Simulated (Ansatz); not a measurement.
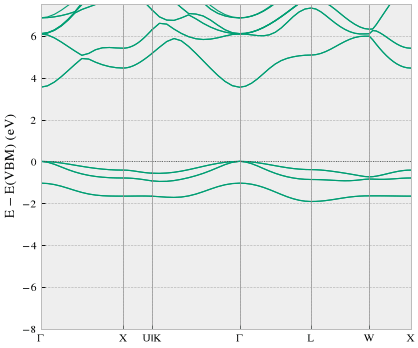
Band structure from the program Ansatz at the PBEsol with spin–orbit coupling level (PAW)

Task: Read off the gap and where the band edges lie.

Result: About 3.5 eV (3.55 eV by a search for the band edges); maximum at Γ, minimum at Γ.

The material is KI (rock salt, Fm-3m).

The PBEsol relaxation kept the symmetry of its start.

Potentials: the later of the program's two PAW sets.
